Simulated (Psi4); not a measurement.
# SOF2 (thionyl fluoride): M06-2X/cc-pVTZ-DK (sfX2C, sweep point 2)

What is the vertical ionisation energy of SOF2 (thionyl fluoride) at M06-2X/cc-pVTZ-DK (sfX2C, sweep point 2)? 

The results are computed with Psi4 1.11.

## (1) The structure to begin with

SOF2: 4 atoms, total charge 0, spin state singlet. SMILES: `O=S(F)F`. The shape is that of a PBE0-D4/def2-TZVP optimisation.

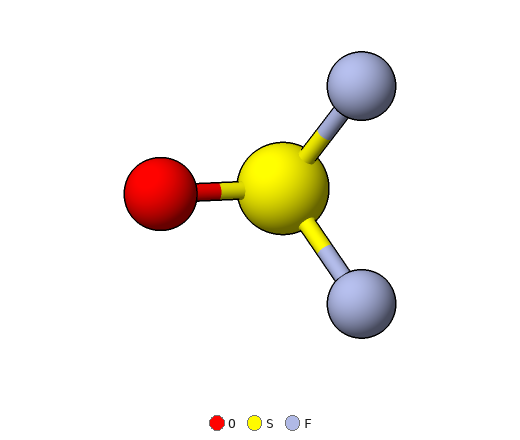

The structure, seen from a chosen angle (oxygen red, sulfur yellow, fluorine light blue).

## (2) The energy at M06-2X/cc-pVTZ-DK (sfX2C, sweep point 2)

File input.in:

```
memory 1600 mb

molecule molecule1 {
  O      1.76198064     0.12585576    -1.92336325
  S     -0.28591556    -0.80540127    -0.46430571
  F     -2.12480805     1.51971775     0.00075589
  F      0.64874298    -0.84017224     2.38691307
  units au
  symmetry c1
}

set basis cc-pVTZ-DK
set puream true
set scf_type pk
set dft_radial_points 99
set dft_spherical_points 590
set relativistic x2c

energy('m06-2x')
print_variables()
```

The run is started by

```bash
$ psi4 input.in input.out -n 1
```

input.out:

```text
[...]
  Running in c1 symmetry.
[...]
  Nuclear repulsion =  193.929517276310037
[...]
  Multiplicity = 1
[...]
  Nalpha       = 21
  Nbeta        = 21
[...]
    Number of basis functions: 124
[...]
    WARNING: The X2C and Dirac Hamiltonians have substatially different eigenvalues!
             This is probably caused by the recontraction of the basis set.
[...]
   @RKS iter   1:  -674.26034307212012    8.74595e-02   5.66240e-03 DIIS/ADIIS
[...]
   @RKS iter   8:  -674.42837305513603   -6.92080e-08   5.95997e-07 DIIS
[...]
    Orbital Energies [Eh]
    ---------------------
    Doubly Occupied:
       1A    -90.456766     2A    -25.322260     3A    -25.322242
       4A    -19.687048     5A     -8.538517     6A     -6.410154
       7A     -6.409354     8A     -6.403901     9A     -1.451753
      10A     -1.393190    11A     -1.232220    12A     -0.835599
      13A     -0.692764    14A     -0.661754    15A     -0.635627
      16A     -0.583517    17A     -0.582869    18A     -0.553658
      19A     -0.498697    20A     -0.465363    21A     -0.409262
[...]
  @RKS Final Energy:  -674.42837305513603
   => Energetics <=
    Nuclear Repulsion Energy =            193.9295172763100368
    One-Electron Energy =               -1317.9392784382889658
    Two-Electron Energy =                 476.0058978800135492
    DFT Exchange-Correlation Energy =     -26.4245097731707688
    Empirical Dispersion Energy =           0.0000000000000000
    VV10 Nonlocal Energy =                  0.0000000000000000
    Total Energy =                       -674.4283730551362623
[...]
 Multipole Moments:
 ------------------------------------------------------------------------------------
     Multipole            Electronic (a.u.)      Nuclear  (a.u.)        Total (a.u.)
 ------------------------------------------------------------------------------------
 L = 1.  Multiply by 2.5417464519 to convert [e a0] to [Debye]
 Dipole X            :         -1.1135216            0.6345250           -0.4789966
 Dipole Y            :         -0.0788920           -0.4738255           -0.5527175
 Dipole Z            :          1.2160477           -1.2061231            0.0099246
 Magnitude           :                                                    0.7314594
[...]
```

Wall time 23 s (1 thread of Intel Xeon 6975P-C (Granite Rapids), shared host); peak memory 0.98 GiB.

## (3) The doublet cation at the same level

File input.in:

```
memory 1600 mb

molecule {
  1 2
  O      1.76198064     0.12585576    -1.92336325
  S     -0.28591556    -0.80540127    -0.46430571
  F     -2.12480805     1.51971775     0.00075589
  F      0.64874298    -0.84017224     2.38691307
  units bohr
  symmetry c1
}

set {
  reference            uks
  puream               true
  scf_type             pk
  dft_radial_points    99
  dft_spherical_points 590
  maxiter              150
  relativistic         x2c
}

energy('m06-2x/cc-pVTZ-DK')
print_variables()
```

The run is started by

```bash
$ psi4 -i input.in -o input.out -n 1
```

input.out:

```text
[...]
  Running in c1 symmetry.
[...]
  Nuclear repulsion =  193.929517276310037
[...]
  Multiplicity = 2
[...]
  Nalpha       = 21
  Nbeta        = 20
[...]
    Number of basis functions: 124
[...]
    WARNING: The X2C and Dirac Hamiltonians have substatially different eigenvalues!
             This is probably caused by the recontraction of the basis set.
[...]
   @UKS iter   1:  -673.73065933343707    6.17143e-01   5.82613e-03 DIIS/ADIIS
[...]
   @UKS iter  12:  -673.96335789012153   -4.05540e-08   8.78889e-07 DIIS
[...]
   @S^2 Observed:                7.624691560E-01
[...]
    Orbital Energies [Eh]
    ---------------------
    Alpha Occupied:
       1A    -90.805904     2A    -25.631212     3A    -25.631172
       4A    -20.081965     5A     -8.884543     6A     -6.755663
       7A     -6.754658     8A     -6.753042     9A     -1.754011
      10A     -1.688055    11A     -1.600506    12A     -1.153546
      13A     -0.991863    14A     -0.980765    15A     -0.953874
      16A     -0.894527    17A     -0.876049    18A     -0.839988
      19A     -0.838005    20A     -0.806930    21A     -0.763700
    Alpha Virtual:
      22A     -0.311307    23A     -0.262965    24A     -0.173191
      25A      0.016222    26A      0.037188    27A      0.052538
[...]
  @UKS Final Energy:  -673.96335789012153
   => Energetics <=
    Nuclear Repulsion Energy =            193.9295172763100368
    One-Electron Energy =               -1304.4811888774897852
    Two-Electron Energy =                 462.7919594903471534
    DFT Exchange-Correlation Energy =     -26.2036457792889230
    Empirical Dispersion Energy =           0.0000000000000000
    VV10 Nonlocal Energy =                  0.0000000000000000
    Total Energy =                       -673.9633578901215287
[...]
 Multipole Moments:
 ------------------------------------------------------------------------------------
     Multipole            Electronic (a.u.)      Nuclear  (a.u.)        Total (a.u.)
 ------------------------------------------------------------------------------------
 L = 1.  Multiply by 2.5417464519 to convert [e a0] to [Debye]
 Dipole X            :         -0.8155983            0.6345250           -0.1810733
 Dipole Y            :         -0.2376656           -0.4738255           -0.7114912
 Dipole Z            :          0.7128516           -1.2061231           -0.4932715
 Magnitude           :                                                    0.8844908
[...]
```

It took 39 s on 1 thread of Intel Xeon 6975P-C (Granite Rapids), shared host; peak memory 0.98 GiB.

## (4) Results

At M06-2X/cc-pVTZ-DK (sfX2C, sweep point 2):

```
                                          quantity          value
                        singlet SOF2: total energy  -674.42837 Eh
                       singlet SOF2: dipole moment         1.86 D
                         singlet SOF2: HOMO energy      -11.14 eV
                         singlet SOF2: LUMO energy       -0.03 eV
                       singlet SOF2: HOMO–LUMO gap       11.11 eV
                      doublet cation: total energy  -673.96336 Eh
doublet cation: HOMO energy (highest over α and β)      -20.78 eV
 doublet cation: LUMO energy (lowest over α and β)      -14.24 eV
                              doublet cation: ⟨S²⟩          0.762
vertical ionisation energy (to the doublet cation)      12.654 eV
```

What this shows: Removing an electron at fixed nuclei costs 12.65 eV (292 kcal/mol). −ε(HOMO) before ionisation, 11.14 eV, is 1.52 eV below this ionisation energy.
